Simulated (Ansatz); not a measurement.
# Na3WO4Cl (P4/nmm): a many-body input that goes wrong, and its mend

What is wrong with this input for Na3WO4Cl (P4/nmm)?

Program: Ansatz 0.2.0. Level of theory: G0W0 on PBE, plane waves, PAW; PAW set soft_1. Results are calculated unless marked as measured.

**1. The structure**

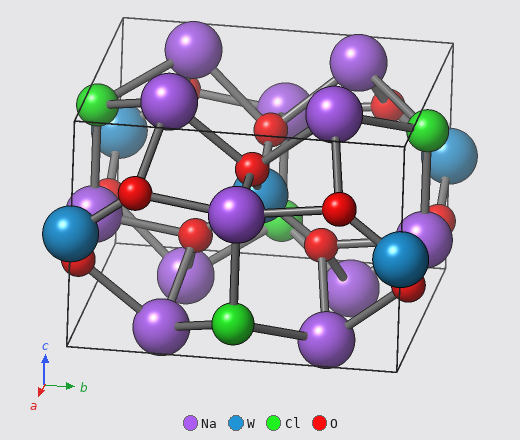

The cell as given, slightly off an axis (sodium purple, tungsten blue, chlorine green, oxygen red). Some periodic images of atoms are drawn too.

Geometry: measured cell, ions relaxed with PBE. The runs that relaxed it are not among those shown. Spin-orbit coupling is left out unless a step names it.

**2. First try**

input.yaml

```yaml
crystal:
  lattice:
    - [7.5181, 0.0, 0.0]
    - [0.0, 7.5181, 0.0]
    - [0.0, 0.0, 5.36]
  atoms:
    - { symbol: Na, position: [0.5, 0.0, 0.3583961323] }
    - { symbol: Na, position: [0.0, 0.5, 0.6416038677] }
    - { symbol: Na, position: [0.75, 0.25, 0.0] }
    - { symbol: Na, position: [0.25, 0.25, 0.0] }
    - { symbol: Na, position: [0.25, 0.75, 0.0] }
    - { symbol: Na, position: [0.75, 0.75, 0.0] }
    - { symbol: W, position: [0.0, 0.0, 0.5] }
    - { symbol: W, position: [0.5, 0.5, 0.5] }
    - { symbol: Cl, position: [0.5, 0.0, 0.842004016] }
    - { symbol: Cl, position: [0.0, 0.5, 0.157995984] }
    - { symbol: O, position: [0.8093847799, 0.0, 0.2988767308] }
    - { symbol: O, position: [0.5, 0.3093847799, 0.2988767308] }
    - { symbol: O, position: [0.1906152201, 0.0, 0.2988767308] }
    - { symbol: O, position: [0.5, 0.6906152201, 0.2988767308] }
    - { symbol: O, position: [0.3093847799, 0.5, 0.7011232692] }
    - { symbol: O, position: [0.0, 0.1906152201, 0.7011232692] }
    - { symbol: O, position: [0.6906152201, 0.5, 0.7011232692] }
    - { symbol: O, position: [0.0, 0.8093847799, 0.7011232692] }
kpoints:
  mp_grid: { grid: [2, 2, 2] }
hamiltonian:
  xc: pbe
  pseudopotentials: { kind: paw, azcp: { folder: soft_1 } }
scf:
  occupations: { method: fermi_dirac, width: 1.0 }
gw:
  n_empty_bands: 319
  ecut_chi: 60
  qp_bands: [v4, c4]
  qp_kpoints: band_edges
  screening: { model: contour_deformation }
```

On the command line:

```
$ ansatz run input.yaml --threads 2 --pin off --max-ram 92160MiB --backend cuda --events-out ev --progress --plain --runs-dir out --devices 1 --max-vram 13GiB
```

Numbers of over 12 decimals in the logs are rounded to 6 here.

What it wrote:

```text
band count auto-derived: 136 (N_el = 144.0; filled up to band 72; 90 by the electrons, moments and atoms)
GPUs: using 1 of 1 available (devices: 1).
Engine: ansatz 0.2.0, x86_64-unknown-linux-gnu
Pseudopotentials: kind: paw
Pseudopotential: Na, paw, valence charge 9, recommended cutoff 420 eV (normal), soft_1/Na.paw.azcp
Pseudopotential: W, paw, valence charge 14, recommended cutoff 420 eV (normal), soft_1/W.paw.azcp
Pseudopotential: Cl, paw, valence charge 7, recommended cutoff 420 eV (normal), soft_1/Cl.paw.azcp
Pseudopotential: O, paw, valence charge 6, recommended cutoff 420 eV (normal), soft_1/O.paw.azcp
Functional definition: PBE
  parameter kappa = 0.804
  parameter beta = 0.066725
  exchange = pbe_x(kappa = kappa, mu = beta*pi^2/3)
  correlation = pbe_c(beta = beta)
device memory: the entry about to start is reckoned to put 3.5 GiB on a device that reports 43.0 GiB free (of which the cap on the GPU budget leaves the run 13.0 GiB)
GPU FFT provider: cuFFT
GPU libraries: cuBLAS 13.8.2, cuFFT 12.4.0, cuSOLVER 12.3.4
Crystal: 18 atoms, lattice volume = 302.957 Å³
Basis set: ecut = 420 eV, 5929 PW (Γ)
Bands: 136, of which v1, the nominal top of the filled ones, is band 72 counted from 1 (71 counted from 0)
Symmetry: 16 space group operations
Space group: P4/nmm (ITA 129), of the structure as read, at distance tolerance 6.7e-5 Å
k-points: 6 of 8
Non-local potential: Na, projectors of the file, l = 0: 3, l = 1: 2, l = 2: 1
Non-local potential: W, projectors of the file, l = 0: 3, l = 1: 2, l = 2: 2, l = 3: 1
Non-local potential: Cl, projectors of the file, l = 0: 2, l = 1: 2, l = 2: 1
Non-local potential: O, projectors of the file, l = 0: 2, l = 1: 2, l = 2: 1
PAW form: soft (Blöchl's): semilocal exchange-correlation on the pseudo side does not see the compensation charge
PAW one-centre angular grid: Na, 110 points (default); XC on 64 Gauss nodes
PAW one-centre angular grid: W, 590 points (default); XC on 64 Gauss nodes
PAW one-centre angular grid: Cl, 110 points (default); XC on 64 Gauss nodes
PAW one-centre angular grid: O, 110 points (default); XC on 64 Gauss nodes
Initial density: superposition of atomic densities (chi_scale 0.1, normalization cell, long waves kept (reshape's long-wave potential 0.05 eV rms))
Initial wavefunctions: pseudopotential atomic-orbital guess
GPU buffer pool allocated for 104976 grid points (all kernels)
GPU transforms: local potential and band sums: pruned to the plane-wave sphere, on 54×54×36
Functional: x = pbe(κ = 0.804, μ = 0.219515), c = pbe(β = 0.066725)
SCF iter   1: F=—  HF=-36420.175906 eV  |F-HF|=—  |Δ(HF+E_count)|=         —  Δρ=8.96e-2  dr2=3.35e1  ethr=3.10e-3  ⟨swp⟩=8.7  Hψ=4138  notcnv=0
preconditioner: auto → Resta (q_TF=auto, 2.410 Å⁻¹)  ε∞=2.2  [insulator: Δε(μ)=4.376 eV  Ē_g=17.704 eV  σ=1.000 eV  W_gap=0.70  n_scr=68 (ndim 8)  ℏωp=19.1 eV  f_vac=0.000  D(μ)=1.38/eV (n_scr^D=4)  ε∞_Penn≈2.2]
SCF iter   2: F=—  HF=-36411.045069 eV  |F-HF|=—  |Δ(HF+E_count)|=    9.13e0  Δρ=3.59e-2  dr2=7.31e0  ethr=3.10e-3  ⟨swp⟩=2.0  Hψ=1746  notcnv=0
SCF iter   3: F=—  HF=-36409.112591 eV  |F-HF|=—  |Δ(HF+E_count)|=    1.93e0  Δρ=6.64e-3  dr2=1.66e-1  ethr=3.10e-3  ⟨swp⟩=2.2  Hψ=1387  notcnv=0
SCF iter   4: F=—  HF=-36409.100973 eV  |F-HF|=—  |Δ(HF+E_count)|=   1.16e-2  Δρ=1.96e-3  dr2=1.31e-2  ethr=1.15e-4  ⟨swp⟩=1.0  Hψ=942  notcnv=0
SCF iter   5: F=—  HF=-36409.107605 eV  |F-HF|=—  |Δ(HF+E_count)|=   6.63e-3  Δρ=3.17e-4  dr2=4.05e-4  ethr=9.07e-6  ⟨swp⟩=2.0  Hψ=1169  notcnv=0
SCF iter   6: F=—  HF=-36409.108067 eV  |F-HF|=—  |Δ(HF+E_count)|=   4.61e-4  Δρ=8.28e-5  dr2=3.38e-5  ethr=2.81e-7  ⟨swp⟩=2.0  Hψ=1184  notcnv=0
SCF iter   7: F=—  HF=-36409.108090 eV  |F-HF|=—  |Δ(HF+E_count)|=   2.35e-5  Δρ=2.43e-5  dr2=1.57e-6  ethr=2.34e-8  ⟨swp⟩=2.0  Hψ=1175  notcnv=0
SCF iter   8: F=-36409.108091 eV  HF=-36409.108091 eV  |F-HF|=1.99e-8  |Δ(HF+E_count)|=   9.03e-7  Δρ=5.56e-6  dr2=9.13e-8  ethr=6.94e-11  ⟨swp⟩=10.8  Hψ=3796  notcnv=0
SCF 1 converged in 8 iterations: F = -36409.108091 eV  dr2 = 9.13e-8
[...]
device memory: the entry about to start is reckoned to put 4.2 GiB (of the 4.3 GiB reckoned in all, the device holds 0.1 GiB already) on a device that reports 40.4 GiB free (of which the cap on the GPU budget leaves the run 12.9 GiB)
NSCF: frozen V_eff on 6 k-points
[...]
device memory: the entry about to start is reckoned to put 3.6 GiB on a device that reports 37.0 GiB free (of which the cap on the GPU budget leaves the run 13.0 GiB)
NSCF: frozen V_eff on 6 k-points
SCF converged after 8 iterations
Free energy (F): -36409.108091 eV
Harris-Foulkes:  -36409.108091 eV  (|F-HF|=1.99e-8)
Internal energy: -36400.432142 eV  (E = F + TS)
E sigma→0 (E₀):  -36404.770117 eV
Entropy (-TS):   -8.675949 eV (-481.997 meV/atom)
Fermi energy:    5.535385 eV
--- Per-component energies (eV) ---
  E_band       = -2076.475716
  E_kinetic    = 3174.327950
  E_local      = -15233.912310  (includes V_loc(G=0)·N_el)
  E_nonlocal   = 2104.302225
  E_hartree    = 5427.135802
  E_xc         = -1543.716093
  E_vxc        = -1708.562192  (∫ρ·V_xc dr)
  E_paw        = -21534.188723  (= ΣΔE_a)
  E_vpaw       = -1266.913700  (= ΣTr[D̂ρ^β])
  E_aug_tail   = 0.006846  (compensation charges beyond the density's cutoff)
  E_ewald      = -8794.387840
  E_smearing   = -8.675949  (= −TS)
  E_closure    = 0.000000  (closes the sum)
  Σ components = -36409.108091   (vs F -36409.108091, Δ=0.00e0)
--- Band table (eV; the first three rows and the last of 6) ---
  k-point 0: bands = [... 68 lower, 2.1665, 2.3108, 2.3108, 2.4555, 7.1673, 7.7613, 8.0171, 8.1818, ... 60 higher]
  k-point 1: bands = [... 68 lower, 2.3350, 2.4346, 2.4616, 2.4616, 7.9685, 8.1669, 8.2975, 8.3933, ... 60 higher]
  k-point 2: bands = [... 68 lower, 2.2847, 2.2847, 2.3732, 2.3732, 7.8233, 7.8233, 7.9948, 7.9948, ... 60 higher]
  k-point 5: bands = [... 68 lower, 2.2360, 2.2360, 2.4692, 2.4692, 8.0900, 8.0900, 8.3566, 8.3566, ... 60 higher]
```

It took 12 s on 1 × NVIDIA H100 80GB HBM3 (shared by 6 runs) with 2 threads of AMD EPYC 7R13 (Zen 3), shared host; peak memory 1.2 GiB.

Q: What is the fault?

The self-consistent loop converged; the step after it was not made.

The fault: smeared occupations of electronvolts. A wide smearing fills conduction states and empties valence ones, so the start is no longer the insulator.

**3. A better input**

G0W0 replaces the xc potential by the self-energy, built once from these orbitals. Only a window of levels is corrected, while the sums run over the empty bands that the input names. This step takes PAW set soft_1 files.

input.yaml: that of step 2 with these lines changed.

```diff
@@ -30,6 +30,6 @@
 scf:
-  occupations: { method: fermi_dirac, width: 1.0 }
+  occupations: { method: fixed }
 gw:
-  n_empty_bands: 319
-  ecut_chi: 60
+  n_empty_bands: 473
+  ecut_chi: 78
   qp_bands: [v4, c4]
```

What it wrote:

```text
GPUs: using 1 of 1 available (devices: 1).
[...]
GPU FFT provider: cuFFT
GPU libraries: cuBLAS 13.8.2, cuFFT 12.4.0, cuSOLVER 12.3.4
Crystal: 18 atoms, lattice volume = 302.957 Å³
Basis set: ecut = 420 eV, 5929 PW (Γ)
Bands: 90, of which v1, the nominal top of the filled ones, is band 72 counted from 1 (71 counted from 0)
[... 1 set-up line as in the run before ...]
[...]
k-points: 6 of 8
[...]
GPU buffer pool allocated for 104976 grid points (all kernels)
[...]
SCF iter   1: F=—  HF=-36418.700110 eV  |F-HF|=—  |Δ(HF+E_count)|=         —  Δρ=9.22e-2  dr2=3.57e1  ethr=3.10e-3  ⟨swp⟩=5.0  Hψ=1608  notcnv=0  defer=83
[...]
SCF iter  10: F=-36407.002986 eV  HF=-36407.002986 eV  |F-HF|=1.30e-8  |Δ(HF+E_count)|=   3.85e-8  Δρ=2.25e-6  dr2=1.90e-8  ethr=6.94e-11  ⟨swp⟩=10.3  Hψ=2531  notcnv=0
SCF 1 converged in 10 iterations: F = -36407.002986 eV  dr2 = 1.90e-8
[...]
0    69      2.1795   -24.8989     4.3052   -19.4968  0.7629     1.0656     1.0827  root
     0    70      2.3345   -24.9015     4.1960   -19.6192  0.7656     1.2322     1.2483  root
     0    71      2.3345   -24.9015     4.1960   -19.6192  0.7656     1.2322     1.2483  root
     0    72      2.4615   -25.3263     4.2234   -20.1003  0.7637     1.4456     1.4589  root
     0    73      7.1466    -7.4874    -3.2545   -11.8031  0.8493     8.2165     8.2078  root
     0    74      7.5323   -15.0182    -3.4776   -20.4146  0.8133     9.4868     9.4510  root
     0    75      7.8334   -13.9084    -3.4737   -19.1911  0.8171     9.6744     9.6423  root
     0    76      8.0222   -13.2235    -3.4392   -18.3839  0.8217     9.7711     9.7433  root
[...]
5    73      7.8643   -15.9723    -3.4655   -21.4656  0.8056     9.9349     9.8921  root
     5    74      7.8643   -15.9723    -3.4655   -21.4656  0.8056     9.9349     9.8921  root
     5    75      8.1518   -16.5298    -3.3954   -22.0337  0.8022    10.3071    10.2604  root
     5    76      8.1518   -16.5298    -3.3954   -22.0337  0.8022    10.3071    10.2604  root
[key lines of the parts left out:]
SCF converged after 10 iterations
Free energy (F): -36407.002986 eV
Fermi energy:    2.481616 eV
```

Elapsed: 48 s, on 1 × NVIDIA H100 80GB HBM3 (shared by 6 runs) with 2 threads; peak memory 1.7 GiB.

This step gave:

- bands summed: 545
- RPA ε∞ on this mesh (eigenvalues): 2.471, 2.471, 2.486
- plane waves in the screening matrix: 487
- q-points in the mesh: 8
- G0W0 gap on the mesh: 6.738 eV
- k of the valence top: -0.5, -0.5, -0.5
- k of the conduction bottom: 0, 0, 0
- starting gap on the mesh: 4.665 eV
- Z at the valence top: 0.7632
- Z at the conduction bottom: 0.8493
- least direct G0W0 gap on the computed points: 6.749 eV

The gap on the mesh goes from 4.66 eV to 6.74 eV, a correction of +2.07 eV. Between the two edge states, bare exchange in place of the xc potential would open the gap by 9.61 eV, and correlation takes back 7.54 eV.

**4. What came out**

| Quantity | Value |
| --- | --- |
| first try | the many-body step was refused after 12 s |
| better run | G0W0 gap on the mesh 6.74 eV (2×2×2 mesh, 473 empty bands, screening to 78 eV, PAW set soft_1 files) |

The second run differs in: empty bands, screening cutoff (eV) and smearing (eV). Bands and cutoff are finite, so the gap is not at the basis limit. The miss can reach some tenths of an eV and take either sign; the mesh is an error of its own. The 2×2×2 mesh is coarse for this cell (its supercell is 11 Å along the shortest edge). The RPA ε∞ on it, from the PBE start, is 2.47 and 2.49; such meshes misread the long-range screening, most where the gap is narrow. The many-body steps are scalar-relativistic: spin-orbit coupling is not in them.

[Paths, hosts, dates, memory and timing lines, banners, echoed tables and standing remarks are left out of the program output.]

[Logs are printed without paths, hosts, clocks, repeated set-up lines and the standing remarks that a program may print on its own settings, such as how far it seeks lower states.]

[Runs of the session that timed out or met a known fault of the program may be left out.]

[Cells called generated may have been cut or substituted from an entry of the Crystallography Open Database or the Materials Project.]

[Hosts, paths, dates, database ids (printed as entryN), source tags and the programs' standing remarks are cut or masked in the printed files.]
